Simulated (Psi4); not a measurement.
# C2H9NSi (SMILES CN(C)[SiH3]): B2PLYP/cc-pVDZ (density fitting, density fitting for correlation, sweep point 5)

What is the vertical singlet–triplet gap of C2H9NSi at B2PLYP/cc-pVDZ (density fitting, density fitting for correlation, sweep point 5)? 

Program for the calculation: Psi4 1.11.

## 1. The molecule

C2H9NSi: 13 atoms, total charge 0, spin state singlet. SMILES: `CN(C)[SiH3]`. The shape is that of a PBE0-D4/def2-TZVP optimisation.

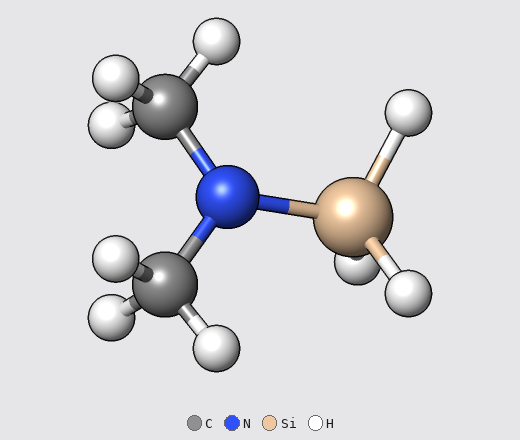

The structure, seen from a chosen angle (carbon grey, nitrogen blue, silicon light orange, hydrogen white).

## 2. The energy at B2PLYP/cc-pVDZ (density fitting, density fitting for correlation, sweep point 5)

Contents of calc.inp:

```
memory 1600 mb

molecule system {
  C     -0.853400     1.051500    -0.567400
  N     -0.064300     0.101400     0.176900
  C      1.257300     0.576800     0.503700
  Si    -0.404400    -1.580400     0.101900
  H     -0.416100     1.292500    -1.548500
  H     -0.947500     1.991500    -0.009400
  H     -1.860700     0.663700    -0.735400
  H      1.197400     1.509100     1.079000
  H      1.870100     0.778300    -0.388400
  H      1.787100    -0.156700     1.115700
  H      0.068700    -2.275300    -1.137100
  H     -1.879700    -1.752300     0.167000
  H      0.265600    -2.234700     1.256700
  symmetry c1
}

set puream true
set scf_type df
set dft_radial_points 99
set dft_spherical_points 590
set num_frozen_docc 8

result, w = energy('b2plyp/cc-pVDZ', return_wfn=True)
```

Started as:

```sh
$ psi4 calc.inp calc.out -n 1
```

calc.out:

```text
[...]
  Running in c1 symmetry.
[...]
  Nuclear repulsion =  180.635291661471058
[...]
  Multiplicity = 1
[...]
  Nalpha       = 21
  Nbeta        = 21
[...]
    Number of basis functions: 105
[...]
   @DF-RKS iter   1:  -425.21029266845807   -3.76175e-01   5.41471e-03 DIIS/ADIIS
[...]
   @DF-RKS iter   7:  -425.38737239625368   -2.61723e-07   7.68659e-07 DIIS
[...]
    Orbital Energies [Eh]
    ---------------------
    Doubly Occupied:
       1A    -67.249123     2A    -14.823830     3A    -10.648522
       4A    -10.648507     5A     -5.638206     6A     -3.892345
       7A     -3.891820     8A     -3.891159     9A     -1.027990
      10A     -0.814465    11A     -0.727883    12A     -0.610366
      13A     -0.525377    14A     -0.520391    15A     -0.515255
      16A     -0.453851    17A     -0.433104    18A     -0.410125
      19A     -0.393385    20A     -0.392249    21A     -0.272767
[...]
  @DF-RKS Final Energy:  -425.38737239625368
   => Energetics <=
    Nuclear Repulsion Energy =            180.6352916614710580
    One-Electron Energy =                -942.0619070814113911
    Two-Electron Energy =                 356.1628024247330018
    DFT Exchange-Correlation Energy =     -20.1235594010462933
    Empirical Dispersion Energy =           0.0000000000000000
    VV10 Nonlocal Energy =                  0.0000000000000000
    Total Energy =                       -425.3873723962536815
[...]
 Multipole Moments:
 ------------------------------------------------------------------------------------
     Multipole            Electronic (a.u.)      Nuclear  (a.u.)        Total (a.u.)
 ------------------------------------------------------------------------------------
 L = 1.  Multiply by 2.5417464519 to convert [e a0] to [Debye]
 Dipole X            :         -0.7767525            0.8914319            0.1146794
 Dipole Y            :         -2.0755650            2.4339578            0.3583928
 Dipole Z            :          0.6102618           -0.6775964           -0.0673347
 Magnitude           :                                                    0.3822704
[...]
```

Wall time 16 s (1 thread of Intel Xeon 6975P-C (Granite Rapids), shared host); peak memory 1.3 GiB.

## 3. The triplet at the same level

Contents of calc.dat:

```
memory 1.6 GB

molecule {
  0 3
  C     -0.853400     1.051500    -0.567400
  N     -0.064300     0.101400     0.176900
  C      1.257300     0.576800     0.503700
  Si    -0.404400    -1.580400     0.101900
  H     -0.416100     1.292500    -1.548500
  H     -0.947500     1.991500    -0.009400
  H     -1.860700     0.663700    -0.735400
  H      1.197400     1.509100     1.079000
  H      1.870100     0.778300    -0.388400
  H      1.787100    -0.156700     1.115700
  H      0.068700    -2.275300    -1.137100
  H     -1.879700    -1.752300     0.167000
  H      0.265600    -2.234700     1.256700
  symmetry c1
}

set {
  basis cc-pVDZ
  reference uks
  puream true
  scf_type df
  dft_radial_points 99
  dft_spherical_points 590
  num_frozen_docc 8
  maxiter 100
}

energy("b2plyp")
```

Started as:

```sh
$ psi4 -i calc.dat -o calc.out -n 1
```

calc.out:

```text
[...]
  Running in c1 symmetry.
[...]
  Nuclear repulsion =  180.635291661471058
[...]
  Multiplicity = 3
[...]
  Nalpha       = 22
  Nbeta        = 20
[...]
    Number of basis functions: 105
[...]
   @DF-UKS iter   1:  -425.02438680416054   -1.90269e-01   4.47603e-03 DIIS/ADIIS
[...]
   @DF-UKS iter  11:  -425.17352196029236   -1.00922e-07   5.65534e-07 DIIS
[...]
   @S^2 Observed:                2.009790427E+00
[...]
    Orbital Energies [Eh]
    ---------------------
    Alpha Occupied:
       1A    -67.230573     2A    -14.963437     3A    -10.686939
       4A    -10.686927     5A     -5.621318     6A     -3.877440
       7A     -3.873956     8A     -3.873870     9A     -1.142666
      10A     -0.869942    11A     -0.791821    12A     -0.654826
      13A     -0.611275    14A     -0.592537    15A     -0.534409
      16A     -0.501591    17A     -0.475503    18A     -0.465999
      19A     -0.423782    20A     -0.375175    21A     -0.362057
      22A     -0.041875
    Alpha Virtual:
      23A      0.090052    24A      0.109517    25A      0.129642
[...]
  @DF-UKS Final Energy:  -425.17352196029236
   => Energetics <=
    Nuclear Repulsion Energy =            180.6352916614710580
    One-Electron Energy =                -940.6724306354235523
    Two-Electron Energy =                 354.9402254332361508
    DFT Exchange-Correlation Energy =     -20.0766084195759582
    Empirical Dispersion Energy =           0.0000000000000000
    VV10 Nonlocal Energy =                  0.0000000000000000
    Total Energy =                       -425.1735219602923621
[...]
 Multipole Moments:
 ------------------------------------------------------------------------------------
     Multipole            Electronic (a.u.)      Nuclear  (a.u.)        Total (a.u.)
 ------------------------------------------------------------------------------------
 L = 1.  Multiply by 2.5417464519 to convert [e a0] to [Debye]
 Dipole X            :         -0.4513984            0.8914319            0.4400335
 Dipole Y            :         -0.4874983            2.4339578            1.9464595
 Dipole Z            :          0.6729183           -0.6775964           -0.0046781
 Magnitude           :                                                    1.9955841
[...]
```

Wall time 32 s (1 thread of Intel Xeon 6975P-C (Granite Rapids), shared host); peak memory 1.3 GiB.

## 4. What came out

Level: B2PLYP/cc-pVDZ (density fitting, density fitting for correlation, sweep point 5), 8 core orbitals frozen.

| quantity | value |
| --- | --- |
| singlet: total energy | -425.57449 Eh |
| singlet: HOMO energy (SCF part's orbitals) | -7.42 eV |
| singlet: LUMO energy (SCF part's orbitals) | 2.27 eV |
| singlet: HOMO–LUMO gap (SCF part's orbitals) | 9.69 eV |
| triplet: total energy | -425.35906 Eh |
| triplet: HOMO energy (SCF part's orbitals) (highest over α and β) | -1.14 eV |
| triplet: ⟨S²⟩ | 2.010 |
| vertical energy of the triplet above the singlet | 5.862 eV |

In words: At this shape the triplet lies 5.86 eV (566 kJ/mol) above the singlet.
